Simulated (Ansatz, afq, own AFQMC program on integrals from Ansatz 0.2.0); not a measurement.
**NH₂Cl (triplet): quantum Monte Carlo beside coupled cluster at distance Cl1–H2 along a hydrogen transfer = 1.518 Å, cc-pVTZ**

Aim: compute NH₂Cl (triplet) with auxiliary-field quantum Monte Carlo on the same integrals as coupled cluster, and set the energies side by side.

Method: cc-pVTZ, frozen cores; program: Ansatz 0.2.0, Gaussian basis, and an in-house AFQMC program (afq) on its integrals; all values are calculated.

The runs, in order: PBE (unrestricted); CCSD(T) on UHF; r2SCAN (unrestricted); PBE0 (unrestricted); B3LYP (unrestricted); wB97M-V (unrestricted); B2PLYP (unrestricted); Phaseless AFQMC, CISD trial on UHF.

## 1. What is computed

The geometry derives from fragments relaxed apart (PBE0/def2-TZVP) and kept rigid, so it is no stationary point. A hydrogen atom is moved between rigid fragments.

4 atoms, charge 0, spin multiplicity 3.

Atoms are counted from 1 here; the program's logs count them from 0.

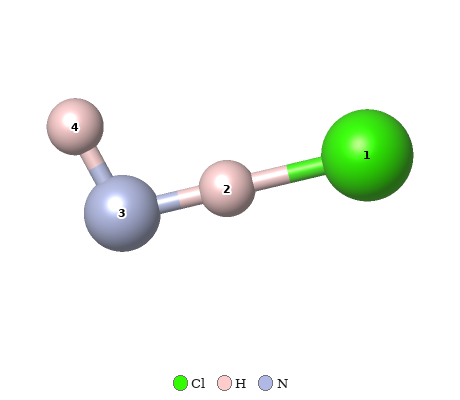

The geometry (chlorine green, hydrogen pink, nitrogen light blue); atoms are numbered from 1 in the order of the file.

As a file:

```
Cl   -0.80883    0.01966    0.00000
H     0.70917    0.01966    0.00000
N     1.84417    0.01966    0.00000
H     2.11325   -0.98456    0.00000
```

## 2. PBE (unrestricted)

Input file in.yaml:

```yaml
crystal:
  periodic: [false, false, false]
  atoms:
    - {symbol: Cl, position_ang: [-0.808832, 0.019664, 0.000000]}
    - {symbol: H, position_ang: [0.709168, 0.019664, 0.000000]}
    - {symbol: N, position_ang: [1.844168, 0.019664, 0.000000]}
    - {symbol: H, position_ang: [2.113249, -0.984563, 0.000000]}
basis:
  gaussian: {orbitals: cc-pVTZ}
magnetization: {spin_polarized: true, initial_magnetization: 2}
hamiltonian: {xc: {name: PBE}}
output: {orbitals: {seedname: orbitals}}
```

On the command line:

```console
$ ansatz run in.yaml --threads 1 --pin off --events-out ev --progress --plain --max-ram 8192MiB --backend cpu
```

What it wrote:

```text
Functional definition: PBE
  name "PBE"
  cite "Perdew, Burke & Ernzerhof, Phys. Rev. Lett. 77, 3865 (1996) doi:10.1103/PhysRevLett.77.3865"
  parent pbe
  parameter kappa = 0.804
  parameter beta = 0.06672455060314922
  exchange = pbe_x(kappa = kappa, mu = beta*pi^2/3)
  correlation = pbe_c(beta = beta)
568 factors; their error is unknown
mean field evaluation 1: about -14008.0780 eV, gradient 6.6e1 eV
mean field evaluation 2: about -13805.2607 eV, gradient 1.5e2 eV
mean field evaluation 4: about -14033.8579 eV, gradient 1.7e1 eV
mean field evaluation 8: about -14035.8916 eV, gradient 4.2e-1 eV
mean field evaluation 16: about -14035.8781 eV, gradient 2.8e-4 eV
mean field evaluation 32: about -14034.0995 eV, gradient 5.2e0 eV
mean field evaluation 64: about -14032.5900 eV, gradient 5.2e0 eV
mean field -14035.87807078 eV, -515.8090052412 hartree, gradient 7.2e-5 eV, S^2 2.006064; 7 other end points of the search recorded, 0 dependent functions left out
reference -14035.87809593 eV, -515.8090061655 hartree; 14, 12 occupied and 78, 80 virtual orbitals, 568 factors
Total energy: -14035.87809593 eV, -515.8090061655 hartree
```

Wall time 5.5 s (1 thread of AMD EPYC 7R13 (Zen 3), shared host); peak memory 1.8 GiB.

From the report: ⟨S²⟩ of the determinant 2.006 (pure triplet: 2.00).

## 3. CCSD(T) on UHF

Changes to in.yaml since step 2:

```diff
@@ -10,3 +10,2 @@
 magnetization: {spin_polarized: true, initial_magnetization: 2}
-hamiltonian: {xc: {name: PBE}}
-output: {orbitals: {seedname: orbitals}}
+correlation: {method: ccsd_t, electrons: outside_noble_gas, hamiltonian_folder: ham}
```

On the command line:

```console
$ ansatz run in.yaml --threads 1 --pin off --events-out ev --progress --plain --max-ram 24576MiB --backend cuda --devices 0, --max-vram 18GiB
```

What it wrote (excerpt; [...] marks lines left out):

```text
Functional definition: HF
  name "HF"
  cite "Fock, Z. Phys. 61, 126 (1930) doi:10.1007/BF01340294"
  parent pbe
[...]
540 factors; integrals over basis functions are off by at most 1.2e-3 eV
[...]
mean field -14015.04719114 eV, -515.0434845342 hartree, gradient 3.1e-6 eV, S^2 2.053733; 12 other end points of the search recorded, 0 dependent functions left out
determinant -14015.04719114 eV, -515.0434845342 hartree, with singles and doubles -14026.00225872 eV, -515.4460758423 hartree
determinant -14013.64126926 eV, -514.9918178582 hartree, with singles and doubles -14024.51413342 eV, -515.3913882461 hartree
determinant -14013.59965241 eV, -514.9902884669 hartree, with singles and doubles -14024.45096801 eV, -515.3890669601 hartree
determinant -14012.16337067 eV, -514.9375060868 hartree, with singles and doubles -14023.15973237 eV, -515.3416149254 hartree
6 core orbitals not correlated: weight in the atoms' cores, before any rotation towards them, 1.000 or more for the frozen orbitals, at most 0.000 for the correlated occupied ones
reference -14015.04719114 eV, -515.0434845342 hartree; 8, 6 occupied and 78, 80 virtual orbitals, 540 factors
second order -9.88418434 eV of doubles, -0.00000000 eV of singles
cycle   1  -10.87700238 eV  change   -6.3e-1 eV  update   1.6e-2
[...]
cycle  13  -10.89935432 eV  change    7.2e-7 eV  update   1.4e-5
perturbative correction -0.41104392 eV, -0.0151055855 hartree
Total energy: -14026.35758939 eV, -515.4591340033 hartree
```

Run time: 16 s. Hardware: 1 × NVIDIA H100 80GB HBM3 with 1 thread of AMD EPYC 7R13 (Zen 3), shared host; peak host memory 1.8 GiB.

From the report: ⟨S²⟩ of the determinant 2.054 (pure triplet: 2.00); correlation -11.3104 eV; T1 0.017; largest double amplitude 0.05.

This run also writes the integrals to the folder ham.

## 4. r2SCAN (unrestricted)

Changes to in.yaml since step 3:

```diff
@@ -10,2 +10,2 @@
 magnetization: {spin_polarized: true, initial_magnetization: 2}
-correlation: {method: ccsd_t, electrons: outside_noble_gas, hamiltonian_folder: ham}
+hamiltonian: {xc: {name: r2SCAN}}
```

On the command line:

```console
$ ansatz run in.yaml --threads 1 --pin off --events-out ev --progress --plain --max-ram 8192MiB --backend cpu
```

What it wrote:

```text
Functional definition: r2SCAN
  name "r2SCAN"
  cite "Furness, Kaplan, Ning, Perdew & Sun, J. Phys. Chem. Lett. 11, 8208 (2020) doi:10.1021/acs.jpclett.0c02405"
  cite "Furness, Kaplan, Ning, Perdew & Sun, J. Phys. Chem. Lett. 11, 9248 (2020) doi:10.1021/acs.jpclett.0c03077"
  parent r2scan
  parameter k0 = 0.174
  parameter k1 = 0.065
  parameter a1 = 4.9479
  exchange = r2scan_x(k0 = k0, k1 = k1, a1 = a1)
  correlation = r2scan_c
568 factors; their error is unknown
mean field evaluation 1: about -14017.9439 eV, gradient 6.0e1 eV
mean field evaluation 2: about -13837.6370 eV, gradient 1.4e2 eV
mean field evaluation 4: about -14039.4624 eV, gradient 1.6e1 eV
mean field evaluation 8: about -14041.2115 eV, gradient 4.7e-1 eV
mean field evaluation 16: about -14041.1990 eV, gradient 3.0e-3 eV
mean field evaluation 32: about -14039.2284 eV, gradient 1.1e0 eV
mean field -14041.19897783 eV, -516.0045449688 hartree, gradient 4.4e-5 eV, S^2 2.011987; 4 other end points of the search recorded, 0 dependent functions left out
reference -14041.19898538 eV, -516.0045452463 hartree; 14, 12 occupied and 78, 80 virtual orbitals, 568 factors
Total energy: -14041.19898538 eV, -516.0045452463 hartree
```

It took 10 s on 1 thread of AMD EPYC 7R13 (Zen 3), shared host; peak memory 1.8 GiB.

From the report: ⟨S²⟩ of the determinant 2.012 (pure triplet: 2.00).

## 5. PBE0 (unrestricted)

Changes to in.yaml since step 4:

```diff
@@ -10,2 +10,3 @@
 magnetization: {spin_polarized: true, initial_magnetization: 2}
-hamiltonian: {xc: {name: r2SCAN}}
+hamiltonian: {xc: {name: PBE0}}
+output: {orbitals: {seedname: orbitals}}
```

The command is unchanged.

What it wrote:

```text
Functional definition: PBE0
  name "PBE0"
  cite "Adamo & Barone, J. Chem. Phys. 110, 6158 (1999) doi:10.1063/1.478522"
  cite "Perdew, Burke & Ernzerhof, Phys. Rev. Lett. 77, 3865 (1996) doi:10.1103/PhysRevLett.77.3865"
  parent pbe
  parameter a = 0.25
  parameter kappa = 0.804
  parameter beta = 0.06672455060314922
  exchange = (1 - a)*pbe_x(kappa = kappa, mu = beta*pi^2/3) + a*exact_x
  correlation = pbe_c(beta = beta)
597 factors; their error is unknown
mean field evaluation 1: about -14027.8156 eV, gradient 4.0e1 eV
mean field evaluation 2: about -14008.4321 eV, gradient 7.1e1 eV
mean field evaluation 4: about -14036.6719 eV, gradient 3.2e0 eV
mean field evaluation 8: about -14036.7721 eV, gradient 6.6e-2 eV
mean field evaluation 16: about -14036.8469 eV, gradient 2.3e-3 eV
mean field -14036.84689512 eV, -515.8446088791 hartree, gradient 6.7e-5 eV, S^2 2.012146; 2 other end points of the search recorded, 0 dependent functions left out
reference -14036.84691431 eV, -515.8446095845 hartree; 14, 12 occupied and 78, 80 virtual orbitals, 597 factors
Total energy: -14036.84691431 eV, -515.8446095845 hartree
```

It took 2.2 s on 1 thread of AMD EPYC 7R13 (Zen 3), shared host; peak memory 1.8 GiB.

From the report: ⟨S²⟩ of the determinant 2.012 (pure triplet: 2.00).

## 6. B3LYP (unrestricted)

Changes to in.yaml since step 5:

```diff
@@ -10,3 +10,2 @@
 magnetization: {spin_polarized: true, initial_magnetization: 2}
-hamiltonian: {xc: {name: PBE0}}
-output: {orbitals: {seedname: orbitals}}
+hamiltonian: {xc: {name: B3LYP}}
```

Same command.

What it wrote (excerpt; [...] marks lines left out):

```text
Functional definition: B3LYP
  name "B3LYP"
  cite "Stephens, Devlin, Chabalowski & Frisch, J. Phys. Chem. 98, 11623 (1994) doi:10.1021/j100096a001"
  cite "Becke, Phys. Rev. A 38, 3098 (1988) doi:10.1103/PhysRevA.38.3098"
  cite "Lee, Yang & Parr, Phys. Rev. B 37, 785 (1988) doi:10.1103/PhysRevB.37.785"
  cite "Vosko, Wilk & Nusair, Can. J. Phys. 58, 1200 (1980) doi:10.1139/p80-159"
[...]
583 factors; their error is unknown
[...]
mean field -14043.29542014 eV, -516.0815878027 hartree, gradient 1.1e-5 eV, S^2 2.010096; 2 other end points of the search recorded, 0 dependent functions left out
reference -14043.29560251 eV, -516.0815945044 hartree; 14, 12 occupied and 78, 80 virtual orbitals, 583 factors
Total energy: -14043.29560251 eV, -516.0815945044 hartree
```

Run time: 2.1 s. Hardware: 1 thread of AMD EPYC 7R13 (Zen 3), shared host; peak memory 1.8 GiB.

From the report: ⟨S²⟩ of the determinant 2.010 (pure triplet: 2.00).

## 7. wB97M-V (unrestricted)

Changes to in.yaml since step 6:

```diff
@@ -10,2 +10,3 @@
 magnetization: {spin_polarized: true, initial_magnetization: 2}
-hamiltonian: {xc: {name: B3LYP}}
+hamiltonian: {xc: {name: wB97M-V}}
+output: {orbitals: {seedname: orbitals}}
```

Launched as before.

What it wrote (excerpt; [...] marks lines left out):

```text
Functional definition: wB97M-V
  name "wB97M-V"
  cite "Mardirossian & Head-Gordon, J. Chem. Phys. 144, 214110 (2016) doi:10.1063/1.4952647"
  cite "Becke, J. Chem. Phys. 107, 8554 (1997) doi:10.1063/1.475007"
  cite "Vydrov & Van Voorhis, J. Chem. Phys. 133, 244103 (2010) doi:10.1063/1.3521275"
  # Of w^i u^j: cxij and so on, Table III.
[...]
  gx(w, u) = 1 - cx + cx01*u + cx10*w
  gss(w, u) = css00 + css04*u^4 + css10*w + css20*w^2 + css43*w^4*u^3
  gos(w, u) = cos00 + cos10*w + (cos20 + cos21*u)*w^2 + (cos60 + cos61*u)*w^6
[...]
      + integral(e_c_pw_mod_opposite_spin*gos(b97_w_opposite, b97_u_opposite)) + vv10(b, c)
571 factors; their error is unknown
109 factors; integrals over basis functions are off by at most 8.2e-5 eV
[...]
mean field -14041.17304325 eV, -516.0035918906 hartree, gradient 4.3e-5 eV, S^2 2.011897; 2 other end points of the search recorded, 0 dependent functions left out
reference -14041.17307141 eV, -516.0035929254 hartree; 14, 12 occupied and 78, 80 virtual orbitals, 571 factors
Total energy: -14041.17307141 eV, -516.0035929254 hartree
```

Wall time 6 s (1 thread of AMD EPYC 7R13 (Zen 3), shared host); peak memory 1.8 GiB.

From the report: ⟨S²⟩ of the determinant 2.012 (pure triplet: 2.00).

## 8. B2PLYP (unrestricted)

Changes to in.yaml since step 7:

```diff
@@ -10,3 +10,3 @@
 magnetization: {spin_polarized: true, initial_magnetization: 2}
-hamiltonian: {xc: {name: wB97M-V}}
-output: {orbitals: {seedname: orbitals}}
+hamiltonian: {xc: {name: B2PLYP}}
+correlation: {electrons: outside_noble_gas}
```

The command is unchanged.

What it wrote (excerpt; [...] marks lines left out):

```text
Functional definition: B2PLYP
  name "B2PLYP"
  cite "Grimme, J. Chem. Phys. 124, 034108 (2006) doi:10.1063/1.2148954"
  cite "Becke, Phys. Rev. A 38, 3098 (1988) doi:10.1103/PhysRevA.38.3098"
  cite "Lee, Yang & Parr, Phys. Rev. B 37, 785 (1988) doi:10.1103/PhysRevB.37.785"
[...]
540 factors; integrals over basis functions are off by at most 1.2e-3 eV
[...]
mean field -14034.62016334 eV, -515.7627779954 hartree, gradient 9.1e-6 eV, S^2 2.023146; 0 other end points of the search recorded, 0 dependent functions left out
6 core orbitals not correlated: weight in the atoms' cores, before any rotation towards them, 1.000 or more for the frozen orbitals, at most 0.000 for the correlated occupied ones
reference -14034.62028045 eV, -515.7627822992 hartree; 8, 6 occupied and 78, 80 virtual orbitals, 540 factors
second order -12.13934507 eV of doubles, -0.00000000 eV of singles
Total energy: -14037.89790362 eV, -515.8832327290 hartree
```

It took 2.5 s on 1 thread of AMD EPYC 7R13 (Zen 3), shared host; peak memory 1.8 GiB.

From the report: ⟨S²⟩ of the determinant 2.023 (pure triplet: 2.00).

## 9. Phaseless AFQMC, CISD trial on UHF

It reads the integrals that the CCSD(T) run on this determinant wrote.

On the command line:

```console
$ afq ham --method phaseless --trial cisd --walkers 1500 --populations 20 --least-time 60 --time-step 0.005 --steps-per-block 50 --equilibration-blocks 28 --max-blocks 4000 --target-error 0.00022 --factor-cut 1e-05 --start spin_pure --seed 9094 --release-times 0.24,0.51,0.99,1.62,2.4 --release-step 0.03 --release-every 3 --taylor-order 6
```

What it wrote:

```text
orbitals 86  electrons 8 6  factors 532 of 540
reference energy -515.04348453 Eh
CCSD correlation -0.40054389 Eh in 15 cycles, weight of the determinant in the CISD state 0.8632
energy of the start -515.440602 Eh
 block  time / (1/Eh)  mean weight  energy / Eh
     1     0.250  1.0000  -515.437623
     2     0.500  1.0004  -515.444453
     3     0.750  1.0003  -515.449938
     4     1.000  1.0004  -515.454383
     5     1.250  1.0008  -515.457456
     6     1.500  1.0000  -515.457888
     7     1.750  1.0000  -515.457141
     8     2.000  1.0000  -515.457437
     9     2.250  0.9995  -515.458125
    10     2.500  0.9998  -515.458564
    13     3.250  0.9999  -515.460420
    16     4.000  1.0004  -515.460683
    19     4.750  1.0003  -515.459690
    22     5.500  0.9993  -515.460238
    25     6.250  1.0003  -515.459339
    28     7.000  1.0001  -515.459218
    31     7.750  0.9999  -515.459551
    34     8.500  0.9992  -515.460242
    37     9.250  0.9994  -515.460855
    40    10.000  1.0003  -515.460832
    43    10.750  1.0006  -515.459805
    46    11.500  0.9995  -515.460947
    49    12.250  0.9995  -515.460927
    52    13.000  1.0001  -515.460173
    55    13.750  1.0007  -515.459662
    58    14.500  0.9998  -515.459796
    61    15.250  1.0005  -515.459628
    64    16.000  0.9992  -515.460606
    67    16.750  0.9999  -515.459492
    70    17.500  1.0006  -515.459018
    73    18.250  0.9995  -515.457779
    76    19.000  1.0000  -515.459439
    79    19.750  0.9994  -515.459947
    82    20.500  1.0002  -515.461470
    85    21.250  1.0002  -515.459862
    88    22.000  0.9994  -515.460039
    91    22.750  1.0002  -515.461743
    94    23.500  1.0003  -515.461051
    97    24.250  1.0002  -515.459977
   100    25.000  1.0001  -515.461078
   103    25.750  1.0004  -515.459237
   106    26.500  0.9998  -515.461587
   109    27.250  1.0002  -515.459862
   112    28.000  0.9992  -515.458281
   115    28.750  1.0003  -515.457858
   118    29.500  1.0003  -515.457948
   121    30.250  1.0003  -515.459024
   124    31.000  0.9991  -515.458266
   127    31.750  1.0002  -515.462309
error from the spread of 20 populations
released: time / (1/Eh)  energy / Eh  error  mean overlap
  0.24  -515.460269  0.000212  0.9955
  0.51  -515.460514  0.000265  0.9959
  0.99  -515.460502  0.000174  1.0009
  1.62  -515.461308  0.000265  0.9958
  2.40  -515.460986  0.000415  0.9953
energy -515.459851 +/- 0.000217 Eh
```

It took 1.8 min on 1 × NVIDIA H100 80GB HBM3 with 2 threads of AMD EPYC 7R13 (Zen 3), shared host; peak host memory 1.8 GiB.

Energy -14026.3771 ± 0.0059 eV. Caveats: constraint bias not in the error.

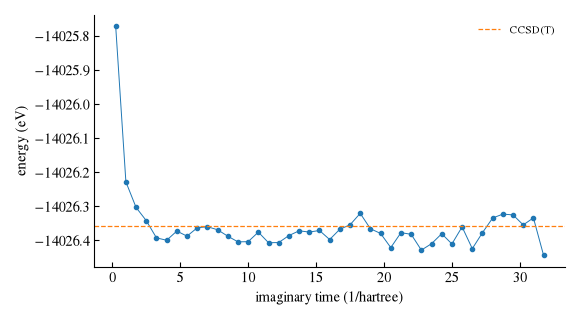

Block energies along the walk.

## 10. All levels side by side

On the UHF determinant, counted from CCSD(T) (a yardstick, not exact):

| level | energy (eV) | from CCSD(T) (meV) | statistical error (meV) | time |
| --- | --- | --- | --- | --- |
| HF | -14015.0472 | +11310.4 |  |  |
| MP2 | -14024.9314 | +1426.2 |  |  |
| CCSD | -14025.9465 | +411.0 |  |  |
| CCSD(T) | -14026.3576 | 0.0 |  |  |
| Phaseless AFQMC, CISD trial, step 0.005, 1500 walkers | -14026.3771 | -19.5 | 5.9 | 1.8 min |

The functionals' totals stand on their own zeros and serve differences with other points: PBE -14035.878 eV; r2SCAN -14041.199 eV; PBE0 -14036.847 eV; B3LYP -14043.296 eV; wB97M-V -14041.173 eV; B2PLYP -14037.898 eV.

## 11. Outcome

```
                                       quantity            value
Phaseless AFQMC, CISD trial on UHF from CCSD(T)  -19.5 ± 5.9 meV
```

What this shows: On UHF the phaseless walk with the CISD trial lies -19.5 meV from CCSD(T), 3 times its error bar. Error bars are statistical and leave out the constraint, the time step and what remains of the start.
